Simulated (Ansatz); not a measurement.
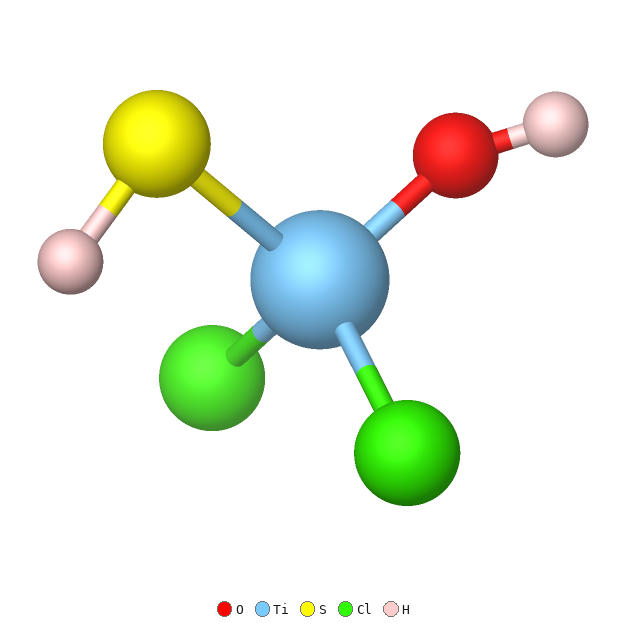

A ball-and-stick model of a molecule.

Charge 0, singlet. The geometry was computed by an optimisation with PBE0-D4/def2-TZVP.

What is the molecular formula?

Answer. Cl₂H₂OSTi, 7 atoms: 2 chlorine, 2 hydrogen, 1 oxygen, 1 sulfur and 1 titanium.

How many atoms are distinct by symmetry?

Answer. 7: 1 O, 1 Ti, 1 S, 1 Cl, 1 Cl, 1 H, 1 H.

What is the point group of this geometry?

Answer. C1.

How many bonds of each kind are drawn?

Answer. 2 Cl–Ti, 1 O–Ti, 1 S–Ti, 1 O–H, 1 S–H.

Write the SMILES.

Answer. [OH][Ti]([SH])([Cl])[Cl]

More results for the same structure follow; atom numbers are the same in all pictures, views and colours differ.

### Shape

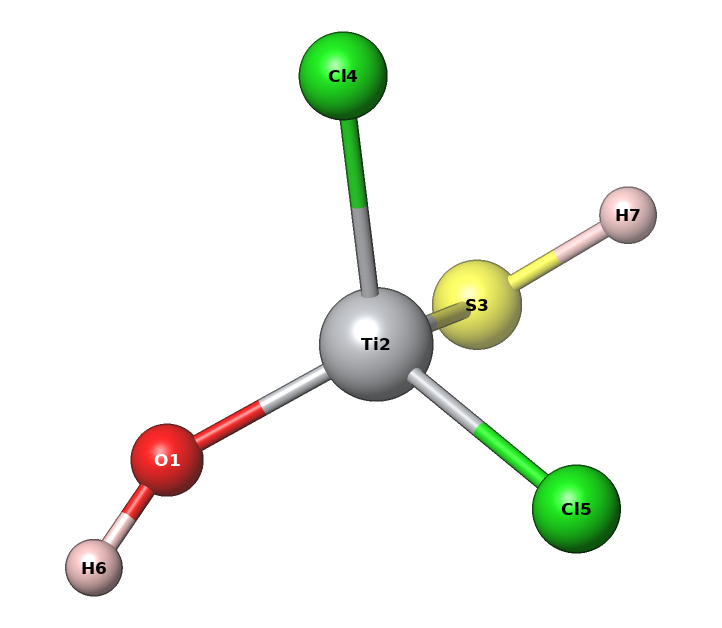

S3 lies behind Ti2. The molecule seen a little off the Ti2–S3 bond, Ti2 in front. Distant atoms are faded towards the background colour.

What is the torsion angle Cl4–Ti2–S3–H7? The sign is positive where the front bond must turn clockwise to cover the back bond.

Answer. 59°, synclinal (gauche).

### Dipole moment

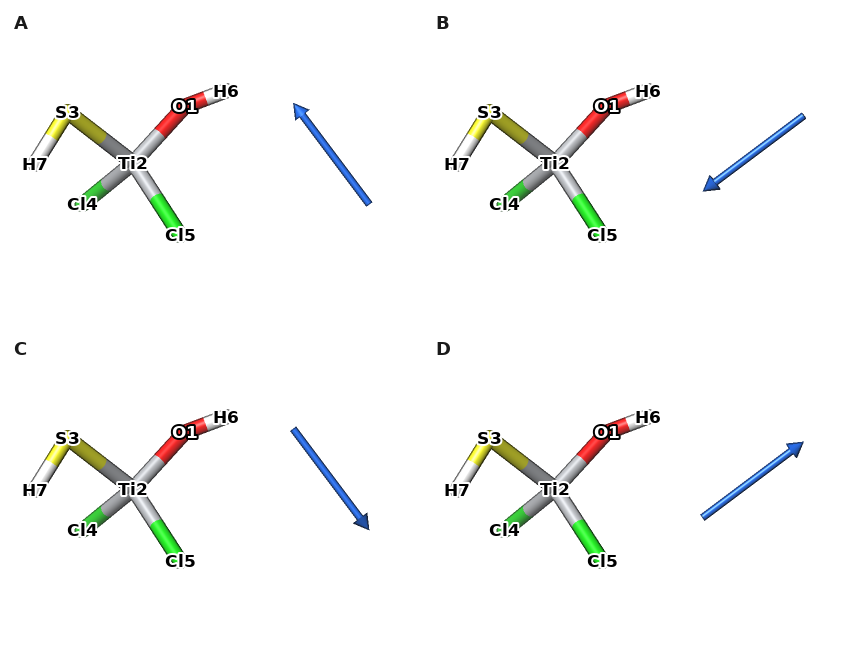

The same molecule four times, each with an arrow. Level of theory: RKS PBE0-D4/def2-TZVP (Ansatz 0.2.0).

Which arrow points along the dipole moment, from the negative to the positive end?

Answer. D. The dipole moment is 1.93 D; it points from the side of Cl4, H7 to the side of H6 (the outermost atoms at the two ends).

### Electronic properties

Method: RKS revPBE-D4/def2-TZVPP (Ansatz 0.2.0).

Computed properties:

- HOMO energy (Kohn–Sham orbital): −6.71 eV
- LUMO energy (Kohn–Sham orbital): −3.73 eV
- HOMO–LUMO gap: 2.98 eV
- dispersion correction: −56.0 kJ/mol

### Vibrations

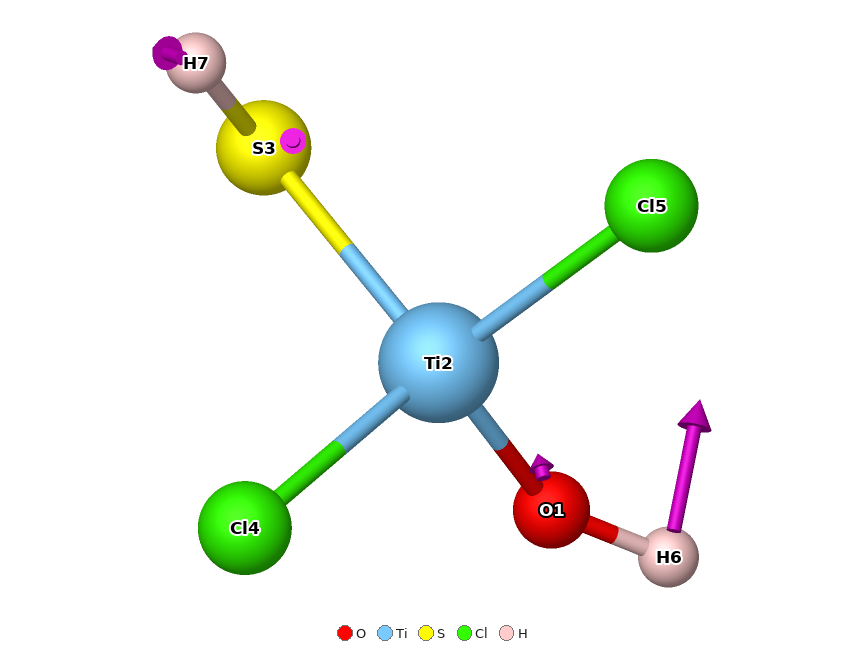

The arrows show one normal mode. Harmonic vibrations computed with RKS PBE0-D4/def2-TZVP (Ansatz 0.2.0) at a stationary point of the same level.

Estimate its harmonic wavenumber.

Answer. 127 cm⁻¹; it is mode 3 of 15 counted from the lowest.

### Charges

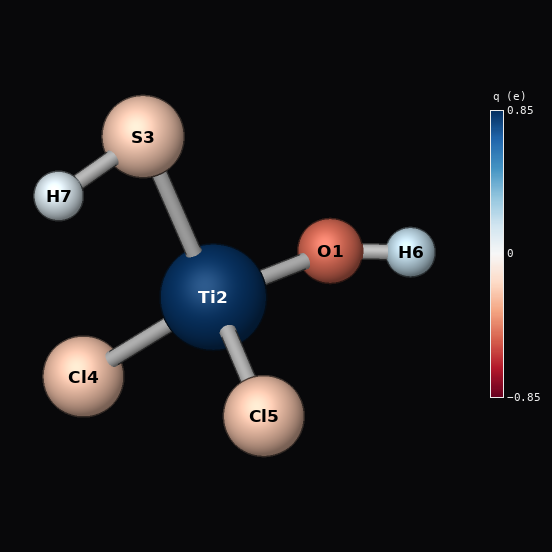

Atoms are coloured by their Mulliken charges. Level of theory: RKS B3LYP-D4/def2-TZVPP (Ansatz 0.2.0).

Which atom carries the highest charge (most positive or least negative)?

Answer. Ti2 (0.83 e).

And the lowest?

Answer. O1 (−0.48 e).

Give the Mulliken charges atom by atom.

```csv
atom,value (e)
O1,−0.48
Ti2,0.83
S3,−0.22
Cl4,−0.23
Cl5,−0.23
H6,0.21
H7,0.12
```

Mulliken values depend strongly on the basis set and can even reverse the polarity of a bond.
